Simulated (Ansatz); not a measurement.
## Run report: GeH$_{4}$O, molecular dynamics (part 3 of 3)

Continued. System: GeH$_{4}$O. Method: RKS r2SCAN/def2-SVP (Ansatz 0.2.0). It belongs to a series of runs on one base structure; here: dynamics from the highest image of the converged band.

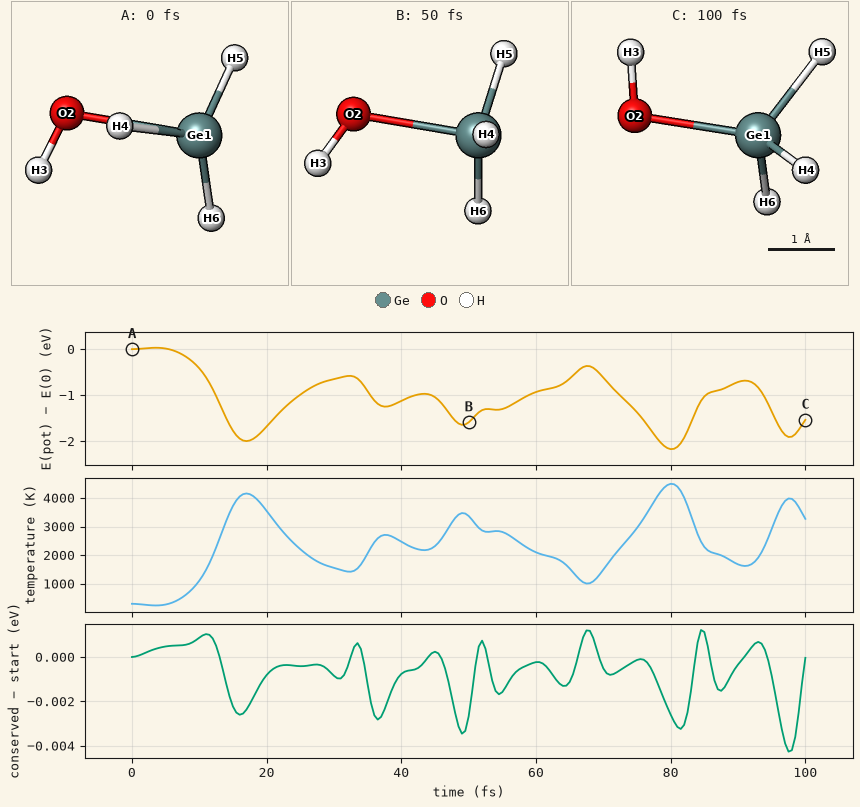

**Figure 1.** Frames of the molecular dynamics (ball-and-stick, seen at a tilt) above the curves, on which the letters mark them. The trajectory kept here has 201 frames over 100 fs. The temperature starts at 300 K, ranges from 242 to 4492 K and averages 2577 K over the second half. The potential energy ends 1.534 eV below its first value. The conserved quantity stays within 0.0055 eV. After an unweighted best fit of the last frame on the first, the root-mean-square displacement is 0.82 Å.

```
Total energy: -58619.67049744 eV, -2154.2331569412 hartree
Atom 0 at     0.216128     0.020299    -0.297368 Å, force    -4.514887     2.549831     2.919924 eV/Å
Atom 1 at     0.552631     0.112972     1.567512 Å, force     0.313598     0.620934    -2.356121 eV/Å
Atom 2 at     0.884103     1.026003     1.673778 Å, force     0.005989    -0.383258     0.281035 eV/Å
Atom 3 at     0.994567    -0.591936    -1.262012 Å, force     2.777819    -1.680150    -1.958651 eV/Å
Atom 4 at    -0.287141     1.466854    -1.028204 Å, force     0.837313    -1.230584     1.137826 eV/Å
Atom 5 at    -1.154312    -0.755588    -0.253617 Å, force     0.580166     0.123227    -0.024014 eV/Å
Dipole moment:     0.232395     0.210237    -0.202676 e Å
```

Trajectory as extended XYZ (Å, eV, eV/Å), 16 of the 201 frames kept, from step=0 to step=200:
```
6
Properties=species:S:1:pos:R:3:forces:R:3 step=0 time_fs=0.0 energy=-58618.13603 temperature=300.0
Ge    0.1797    0.0189   -0.3432    0.0099   0.0051   0.0357
O     0.7019    0.2243    1.6165    0.0094  -0.0086  -0.0354
H     0.6577   -0.6601    2.0177    0.0078   0.0044   0.0005
H     1.5516    0.0030    0.5132   -0.0447  -0.0019   0.0064
H    -0.6795    1.2871   -0.5607    0.0070  -0.0019  -0.0034
H    -0.8382   -1.1547   -0.3172    0.0106   0.0028  -0.0038
6
Properties=species:S:1:pos:R:3:forces:R:3 step=13 time_fs=6.5 energy=-58618.18349 temperature=392.8
Ge    0.1827    0.0219   -0.3364    0.1427   0.1055   1.4526
O     0.6806    0.2129    1.5939   -0.2986   0.2301   0.1682
H     0.6792   -0.6667    2.0128   -0.0996   0.1565  -0.2084
H     1.6498   -0.0203    0.3318   -0.3546  -0.1119  -1.0377
H    -0.6982    1.2889   -0.6641    0.4328  -0.3558   0.0772
H    -0.8197   -1.1558   -0.1555    0.1774  -0.0244  -0.4518
6
Properties=species:S:1:pos:R:3:forces:R:3 step=27 time_fs=13.5 energy=-58619.47463 temperature=2887.9
Ge    0.1869    0.0249   -0.3188    1.0899  -0.5601   3.9634
O     0.6469    0.2115    1.5690   -1.0210   0.4053  -1.1359
H     0.6581   -0.6773    1.9527   -0.1402   0.0512  -0.1520
H     1.6973   -0.1044   -0.3414    0.1528  -0.2119  -1.6472
H    -0.5792    1.2190   -0.7769   -0.1207   0.6304  -0.3321
H    -0.7306   -1.1875   -0.1850    0.0392  -0.3150  -0.6963
6
Properties=species:S:1:pos:R:3:forces:R:3 step=40 time_fs=20.0 energy=-58619.81601 temperature=3547.7
Ge    0.1976    0.0252   -0.2850    1.8841  -0.2446  -1.2543
O     0.5927    0.2209    1.5183   -0.3461   0.0283  -1.7572
H     0.5929   -0.6860    1.8522    0.0679  -0.0623   0.1986
H     1.6336   -0.2336   -1.4321   -1.8215   0.3655   1.9058
H    -0.4683    1.3006   -0.9396    0.1656  -0.5390   0.7509
H    -0.6206   -1.2990   -0.4601    0.0500   0.4520   0.1563
6
Properties=species:S:1:pos:R:3:forces:R:3 step=53 time_fs=26.5 energy=-58618.97953 temperature=1930.7
Ge    0.2178    0.0234   -0.2569   -0.2611  -0.9758  -5.1091
O     0.5303    0.2283    1.4310    0.7403  -0.3018   0.9413
H     0.5493   -0.6637    1.8072    0.1485   0.0974   0.3688
H     0.9807   -0.2404   -1.8939    0.6539   0.3151   2.2962
H    -0.3398    1.2710   -0.8589   -0.7292   0.8016   0.5045
H    -0.5161   -1.2752   -0.6731   -0.5523   0.0635   0.9983
6
Properties=species:S:1:pos:R:3:forces:R:3 step=67 time_fs=33.5 energy=-58618.77396 temperature=1535.0
Ge    0.2361    0.0179   -0.2560   -4.7103   1.0246  -2.4268
O     0.4854    0.2280    1.3688    1.8272  -0.0583   4.1319
H     0.5662   -0.5815    1.8933    0.1478   0.0822  -0.0161
H     0.6222   -0.1291   -1.5967    3.1399  -0.3050  -2.6625
H    -0.4599    1.4473   -0.5089    0.0196  -0.8195   0.2375
H    -0.6636   -1.2433   -0.4855   -0.4241   0.0761   0.7360
6
Properties=species:S:1:pos:R:3:forces:R:3 step=80 time_fs=40.0 energy=-58619.25757 temperature=2467.7
Ge    0.2307    0.0162   -0.2754   -2.5613   0.0284  -2.1829
O     0.4887    0.2278    1.4067    1.6919   0.0889   2.6329
H     0.6521   -0.5131    2.0043    0.1955  -0.1282  -0.2782
H     1.2620   -0.0816   -1.6890   -0.9465  -0.0530   2.0976
H    -0.5922    1.3852   -0.1470    0.4796  -0.5780  -1.2527
H    -0.9191   -1.1690   -0.0702    1.1407   0.6419  -1.0169
6
Properties=species:S:1:pos:R:3:forces:R:3 step=93 time_fs=46.5 energy=-58619.40733 temperature=2757.8
Ge    0.2125    0.0144   -0.3049    2.4508   0.3928   2.0481
O     0.5329    0.2322    1.5070    0.5804   0.2879  -0.4687
H     0.8145   -0.5241    2.0343    0.0757  -0.2216  -0.3286
H     1.6622   -0.0675   -1.1937   -2.0063  -0.1063   0.8060
H    -0.6189    1.2215   -0.2156   -0.3657   1.5185  -1.0800
H    -0.8441   -0.9528    0.0069   -0.7349  -1.8713  -0.9767
6
Properties=species:S:1:pos:R:3:forces:R:3 step=107 time_fs=53.5 energy=-58619.44437 temperature=2828.4
Ge    0.1968    0.0157   -0.3230   -2.7669   0.7887   3.7764
O     0.5957    0.2415    1.6063   -1.0564   0.0371  -1.9139
H     1.0063   -0.5846    1.9048   -0.0557   0.0418  -0.2006
H     1.6263   -0.1238   -0.4518    1.6806  -0.3465  -1.5134
H    -0.6402    1.3946   -0.7234    1.1402  -1.4587   0.2515
H    -0.8439   -1.2455   -0.3689    1.0581   0.9376  -0.3999
6
Properties=species:S:1:pos:R:3:forces:R:3 step=120 time_fs=60.0 energy=-58619.06625 temperature=2098.7
Ge    0.1747    0.0203   -0.3183    3.8994  -1.8800   2.4620
O     0.6303    0.2481    1.6506   -1.7093  -0.4008  -2.4875
H     1.1450   -0.5803    1.6864   -0.0283   0.3340   0.1675
H     1.8877   -0.2693   -0.3425   -2.0673   0.2878  -0.9798
H    -0.2933    1.1541   -1.1613   -0.2768   0.9346   0.0737
H    -0.5514   -1.3017   -0.8649    0.1824   0.7244   0.7641
6
Properties=species:S:1:pos:R:3:forces:R:3 step=133 time_fs=66.5 energy=-58618.57225 temperature=1144.4
Ge    0.1702    0.0188   -0.3006    1.1393   1.3588   0.4615
O     0.6225    0.2460    1.6326   -1.3748  -0.6613  -2.7496
H     1.2872   -0.4661    1.5318   -0.0078   0.3814   0.5026
H     1.5514   -0.3292   -0.6055    2.1743  -0.2152  -0.3204
H     0.0276    1.1078   -1.4691   -0.4396   0.2020   1.4902
H    -0.2304   -1.1693   -1.1303   -1.4914  -1.0658   0.6157
6
Properties=species:S:1:pos:R:3:forces:R:3 step=147 time_fs=73.5 energy=-58619.28211 temperature=2515.8
Ge    0.1778    0.0206   -0.2790    3.0065  -1.6457  -1.5529
O     0.5750    0.2282    1.5374   -0.4244  -0.4469  -1.7564
H     1.4490   -0.2133    1.5624   -0.4033   0.2442   0.1597
H     1.6689   -0.4124   -0.9845   -0.9933   0.3481   1.0736
H     0.1529    1.2157   -1.2440   -0.7848   0.4827   0.6926
H    -0.4272   -1.2919   -1.0468   -0.4006   1.0176   1.3832
6
Properties=species:S:1:pos:R:3:forces:R:3 step=160 time_fs=80.0 energy=-58620.30628 temperature=4492.4
Ge    0.1995    0.0155   -0.2670    1.2607   0.2422  -2.3197
O     0.5193    0.2003    1.4086    0.4298  -0.0537   2.2348
H     1.4476    0.1160    1.6638   -0.1816  -0.0141  -0.0625
H     1.5910   -0.3951   -0.9964   -0.9461   0.1008   0.3951
H    -0.0456    1.4926   -0.7249   -0.4487  -0.6032  -0.1945
H    -0.8330   -1.1057   -0.4767   -0.1142   0.3279  -0.0532
6
Properties=species:S:1:pos:R:3:forces:R:3 step=173 time_fs=86.5 energy=-58619.05019 temperature=2066.0
Ge    0.2226    0.0112   -0.2659   -5.2181   2.0666  -2.1657
O     0.4802    0.1698    1.3395    2.1275  -0.0437   6.3380
H     1.3132    0.4598    1.7296   -0.1048   0.0118  -0.1497
H     1.3936   -0.4186   -0.9967    1.1719  -0.6793  -1.3154
H    -0.3858    1.5833   -0.3343    0.7759  -1.2912  -1.2934
H    -1.2040   -0.7286    0.0834    1.2475  -0.0642  -1.4137
6
Properties=species:S:1:pos:R:3:forces:R:3 step=187 time_fs=93.5 energy=-58619.06701 temperature=2101.8
Ge    0.2226    0.0163   -0.2786   -0.0193  -1.0362  -1.3109
O     0.4937    0.1359    1.4236    1.9474   0.4862   2.4730
H     1.1164    0.8247    1.7320   -0.2618  -0.5087  -0.2625
H     1.4375   -0.6124   -1.3367   -1.7172   0.7829   1.4086
H    -0.4701    1.2975   -0.4581    0.3507   2.0425  -1.3511
H    -1.1770   -0.4374    0.1225   -0.2998  -1.7668  -0.9569
6
Properties=species:S:1:pos:R:3:forces:R:3 step=200 time_fs=100.0 energy=-58619.67049 temperature=3267.7
Ge    0.2161    0.0203   -0.2974   -4.5149   2.5498   2.9199
O     0.5526    0.1130    1.5675    0.3136   0.6209  -2.3561
H     0.8841    1.0260    1.6738    0.0060  -0.3833   0.2810
H     0.9946   -0.5919   -1.2620    2.7778  -1.6802  -1.9587
H    -0.2871    1.4669   -1.0282    0.8373  -1.2306   1.1378
H    -1.1543   -0.7556   -0.2536    0.5802   0.1232  -0.0240
```

This output came from the following input.

Input:
```yaml
crystal:
  periodic: [false, false, false]
  atoms:
    - { symbol: Ge, position_ang: [0.17972, 0.018942, -0.343182] }
    - { symbol: O, position_ang: [0.701882, 0.224349, 1.616525] }
    - { symbol: H, position_ang: [0.657658, -0.66011, 2.017711] }
    - { symbol: H, position_ang: [1.551621, 0.003034, 0.513239] }
    - { symbol: H, position_ang: [-0.6795, 1.287126, -0.560691] }
    - { symbol: H, position_ang: [-0.838179, -1.154741, -0.317201] }
basis:
  gaussian: { orbitals: def2-SVP }
hamiltonian:
  xc: r2scan
md:
  timestep: 0.5
  n_steps: 200
  ensemble: nve
  temperature: 300.0
  initial_velocities: maxwell_boltzmann
  seed: 4178
```

Launched with:
```bash
ansatz run input.yaml --threads 1 --pin off --max-ram 2048MiB --backend cpu --events-out ev --progress --plain --runs-dir out
```

Summary:

```json
{"quantity": "outcome", "value": "finished"}
{"quantity": "mean temperature over the second half", "value": "2577 K"}
{"quantity": "trajectory", "value": "200 steps, 100 fs"}
{"quantity": "ensemble", "value": "nve"}
{"quantity": "temperature in the input", "value": "300.0 K"}
{"quantity": "time step", "value": "0.5 fs"}
{"quantity": "potential energy (last step)", "value": "−58619.6705 eV"}
{"quantity": "mean-field energy (last step)", "value": "−58619.6705 eV"}
{"quantity": "largest force (length of the vector) (last step)", "value": "5.951 eV/Å"}
{"quantity": "hardware", "value": "1 thread of Arm Neoverse V1, 24 GiB of memory available, shared host"}
{"quantity": "wall time", "value": "8.3 min"}
{"quantity": "peak memory", "value": "0.11 GiB"}
```

Remarks:

So short a trajectory is not equilibrated.
